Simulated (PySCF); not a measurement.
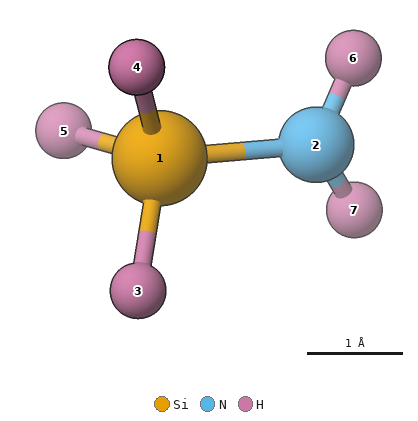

The structure (ball-and-stick view, seen at a tilt; atoms are numbered from 1 in the order of the input). Bond lengths as drawn: H–N 1.01 Å, H–Si 1.49 Å and N–Si 1.72 Å.

## Run report: SiNH$_{5}$, single-point calculation

System: SiNH$_{5}$, multiplicity 3, SMILES [SiH3]N.
Method: HF/3-21G, UHF (PySCF 2.14.0).

The geometry is that of the parent species in another charge or spin state. The geometry comes from this level: PBE0-D4/def2-TZVP.

### Output
```
[file] SyntaxWarning: invalid escape sequence '\W'
  S = {(paw_set(r)[0], bool(re.search(r"spin_orbit\W+true|paw_fr", str((r.get("files") or {}).get("input") or "")) or re.search("(?i)spin.orbit\W+(value\W+)?(true|yes)|value\W+spin-orbit", json.dumps(r.get("inputs"), default=str)))) for r in records}

PySCF version 2.14.0

[INPUT] num. atoms = 7
[INPUT] num. electrons = 26
[INPUT] charge = 0
[INPUT] spin (= nelec alpha-beta = 2S) = 2
[INPUT] symmetry False subgroup None
[INPUT] Mole.unit = bohr
[INPUT] Symbol           X                Y                Z      unit          X                Y                Z       unit  Magmom
[INPUT]  1 Si    -0.413010112870  -0.292700086436  -0.422350090643 AA   -0.780476000000  -0.553123000000  -0.798126000000 Bohr   0.0
[INPUT]  2 N      0.611760077279   0.348670101680   0.801280132775 AA    1.156059000000   0.658891000000   1.514200000000 Bohr   0.0
[INPUT]  3 H     -0.018320115042  -1.706329799903  -0.653330122260 AA   -0.034620000000  -3.224496000000  -1.234615000000 Bohr   0.0
[INPUT]  4 H     -1.813170149610  -0.217090188185   0.068940148684 AA   -3.426395000000  -0.410241000000   0.130278000000 Bohr   0.0
[INPUT]  5 H     -0.367930035449   0.402729787193  -1.743970174915 AA   -0.695287000000   0.761049000000  -3.295626000000 Bohr   0.0
[INPUT]  6 H      0.391580023359   1.238230222667   1.219479886553 AA    0.739979000000   2.339916000000   2.304483000000 Bohr   0.0
[INPUT]  7 H      1.609099837523   0.226510071717   0.729930111072 AA    3.040758000000   0.428042000000   1.379368000000 Bohr   0.0

nuclear repulsion = 64.8398392707154
number of shells = 22
number of NR pGTOs = 57
number of NR cGTOs = 32
basis = 3-21g
ecp = {}

******** <class 'pyscf.scf.uhf.UHF'> ********
method = UHF
initial guess = minao
damping factor = 0
level_shift factor = 0
DIIS = <class 'pyscf.scf.diis.CDIIS'>
diis_start_cycle = 1
diis_space = 8
diis_damp = 0
SCF conv_tol = 1e-10
SCF conv_tol_grad = None
SCF max_cycles = 50
direct_scf = True
direct_scf_tol = 1e-13
number electrons alpha = 14  beta = 12
Set gradient conv threshold to 1e-05
init E= -344.090296965425
  alpha nocc = 14  HOMO = 0.0978491787807716  LUMO = 0.180529985010078
  beta  nocc = 12  HOMO = -0.386628653310336  LUMO = -0.278014257957337

WARN: HOMO 0.0978491787807716 >= LUMO -0.278014257957337

cycle= 1 E= -344.167068883049  delta_E= -0.0768  |g|= 0.195  |ddm|= 3.13
  alpha nocc = 14  HOMO = -0.103050695738383  LUMO = 0.220521722738086
  beta  nocc = 12  HOMO = -0.446740128730733  LUMO = -0.0844161981991731
  HOMO = -0.103050695738  LUMO = -0.0844161981992  gap/eV = 0.50707
cycle= 2 E= -344.205748758925  delta_E= -0.0387  |g|= 0.0785  |ddm|=  0.6
  alpha nocc = 14  HOMO = -0.0887737899373753  LUMO = 0.230930539267082
  beta  nocc = 12  HOMO = -0.435529431739868  LUMO = -0.0143352626281454
  HOMO = -0.0887737899374  LUMO = -0.0143352626281  gap/eV = 2.02558
cycle= 3 E= -344.214927962685  delta_E= -0.00918  |g|= 0.0455  |ddm|= 0.183
  alpha nocc = 14  HOMO = -0.0919488465469507  LUMO = 0.233423783507749
  beta  nocc = 12  HOMO = -0.441017407357028  LUMO = 0.000149382403714426
  HOMO = -0.091948846547  LUMO = 0.000149382403714  gap/eV = 2.50612
cycle= 4 E= -344.218825112802  delta_E= -0.0039  |g|= 0.0186  |ddm|=  0.2
  alpha nocc = 14  HOMO = -0.0950978327560854  LUMO = 0.232118225178715
  beta  nocc = 12  HOMO = -0.448626600572665  LUMO = 0.00844190013963164
  HOMO = -0.0950978327561  LUMO = 0.00844190013963  gap/eV = 2.81746
cycle= 5 E= -344.220188668585  delta_E= -0.00136  |g|= 0.00864  |ddm|= 0.16
  alpha nocc = 14  HOMO = -0.0950298867679242  LUMO = 0.232877941214137
  beta  nocc = 12  HOMO = -0.449803441726353  LUMO = 0.0108550280925916
  HOMO = -0.0950298867679  LUMO = 0.0108550280926  gap/eV = 2.88128
cycle= 6 E= -344.220482711681  delta_E= -0.000294  |g|= 0.00407  |ddm|= 0.0914
  alpha nocc = 14  HOMO = -0.0957268340319763  LUMO = 0.232534595638851
  beta  nocc = 12  HOMO = -0.452240047542364  LUMO = 0.0112784404819917
  HOMO = -0.095726834032  LUMO = 0.011278440482  gap/eV = 2.91176
cycle= 7 E= -344.220547728307  delta_E= -6.5e-05  |g|= 0.00112  |ddm|= 0.0567
  alpha nocc = 14  HOMO = -0.0957407905258423  LUMO = 0.232506710246357
  beta  nocc = 12  HOMO = -0.452683361867456  LUMO = 0.0114476569093878
  HOMO = -0.0957407905258  LUMO = 0.0114476569094  gap/eV = 2.91675
cycle= 8 E= -344.220551460448  delta_E= -3.73e-06  |g|= 0.000464  |ddm|= 0.0105
  alpha nocc = 14  HOMO = -0.0957863381020037  LUMO = 0.232434602372463
  beta  nocc = 12  HOMO = -0.452848505170498  LUMO = 0.0114659779438089
  HOMO = -0.095786338102  LUMO = 0.0114659779438  gap/eV = 2.91848
cycle= 9 E= -344.220552204903  delta_E= -7.44e-07  |g|= 0.000179  |ddm|= 0.00545
  alpha nocc = 14  HOMO = -0.0957993840273459  LUMO = 0.232429770899812
  beta  nocc = 12  HOMO = -0.452896319161753  LUMO = 0.0114962927542503
  HOMO = -0.0957993840273  LUMO = 0.0114962927543  gap/eV = 2.91966
cycle= 10 E= -344.220552330379  delta_E= -1.25e-07  |g|= 6.53e-05  |ddm|= 0.00273
  alpha nocc = 14  HOMO = -0.0957989133902739  LUMO = 0.232416491117595
  beta  nocc = 12  HOMO = -0.452920171915323  LUMO = 0.0114901240186538
  HOMO = -0.0957989133903  LUMO = 0.0114901240187  gap/eV = 2.91948
cycle= 11 E= -344.220552351289  delta_E= -2.09e-08  |g|= 2.75e-05  |ddm|= 0.00135
  alpha nocc = 14  HOMO = -0.095801324126374  LUMO = 0.232414607372639
  beta  nocc = 12  HOMO = -0.452935490093433  LUMO = 0.0115037348223521
  HOMO = -0.0958013241264  LUMO = 0.0115037348224  gap/eV = 2.91992
cycle= 12 E= -344.220552355075  delta_E= -3.79e-09  |g|= 1.45e-05  |ddm|= 0.000534
  alpha nocc = 14  HOMO = -0.0957992463987782  LUMO = 0.232412815504678
  beta  nocc = 12  HOMO = -0.45293660846811  LUMO = 0.0115041119205985
  HOMO = -0.0957992463988  LUMO = 0.0115041119206  gap/eV = 2.91987
cycle= 13 E= -344.22055235626  delta_E= -1.18e-09  |g|= 6.54e-06  |ddm|= 0.00032
  alpha nocc = 14  HOMO = -0.0957992510981409  LUMO = 0.232411441532983
  beta  nocc = 12  HOMO = -0.452938931450686  LUMO = 0.0115037273300556
  HOMO = -0.0957992510981  LUMO = 0.0115037273301  gap/eV = 2.91986
cycle= 14 E= -344.220552356494  delta_E= -2.34e-10  |g|= 1.87e-06  |ddm|= 0.000172
  alpha nocc = 14  HOMO = -0.0957989594023458  LUMO = 0.232411552975478
  beta  nocc = 12  HOMO = -0.452938835466066  LUMO = 0.0115039969276536
  HOMO = -0.0957989594023  LUMO = 0.0115039969277  gap/eV = 2.91986
cycle= 15 E= -344.220552356504  delta_E= -1e-11  |g|= 9.26e-07  |ddm|= 1.29e-05
  alpha nocc = 14  HOMO = -0.0957990279811534  LUMO = 0.232411529358582
  beta  nocc = 12  HOMO = -0.452938967591381  LUMO = 0.0115039288078043
  HOMO = -0.0957990279812  LUMO = 0.0115039288078  gap/eV = 2.91986
```

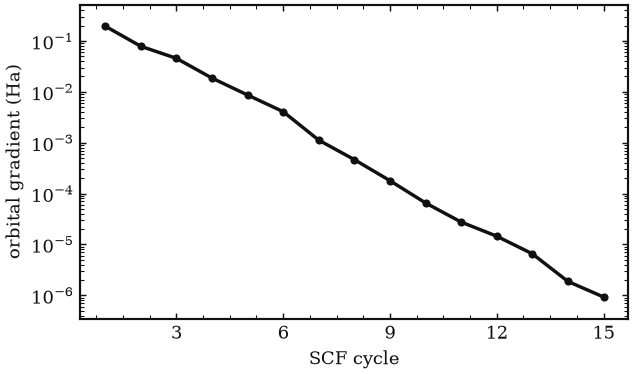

Convergence of the self-consistent field: orbital gradient against the SCF cycle. The residual falls at every step.

```
Extra cycle  E= -344.220552356507  delta_E= -3.18e-12  |g|= 6.36e-07  |ddm|= 5.16e-06
converged SCF energy = -344.220552356507  <S^2> = 2.0094289  2S+1 = 3.0062794
total energy: -344.22055236 hartree
```

The run was set up as follows.

### The input (run.py)
```python
from pyscf import gto, scf

mol = gto.Mole()
mol.atom = '''
Si    -0.780476    -0.553123    -0.798126
N      1.156059     0.658891     1.514200
H     -0.034620    -3.224496    -1.234615
H     -3.426395    -0.410241     0.130278
H     -0.695287     0.761049    -3.295626
H      0.739979     2.339916     2.304483
H      3.040758     0.428042     1.379368
'''
mol.unit = 'bohr'
mol.verbose = 4
mol.spin = 2
mol.max_memory = 1860
mol.basis = '3-21g'
mol.charge = 0
mol.build()

mf = scf.UHF(mol)
mf.conv_tol = 1e-10
mf.kernel()
if not mf.converged:
    mf = mf.newton().run(mf.mo_coeff, mf.mo_occ)

e_tot = mf.e_tot
print(f'total energy: {e_tot:.8f} hartree')
```

Run as:
```bash
OMP_NUM_THREADS=1 python run.py
```

### Key numbers

```json
{"quantity": "outcome", "value": "converged"}
{"quantity": "total energy", "value": "−344.220552 hartree"}
{"quantity": "basis functions", "value": "32"}
{"quantity": "⟨S²⟩", "value": "2.009"}
{"quantity": "dipole moment", "value": "4.04 D"}
{"quantity": "hardware", "value": "1 thread of Arm Neoverse V1, 24 GiB of memory available, shared host"}
{"quantity": "wall time", "value": "0.68 s"}
{"quantity": "peak memory", "value": "0.095 GiB"}
```

### Remarks

Further notes kept with the run: logged alpha LUMO and gap are faulty.
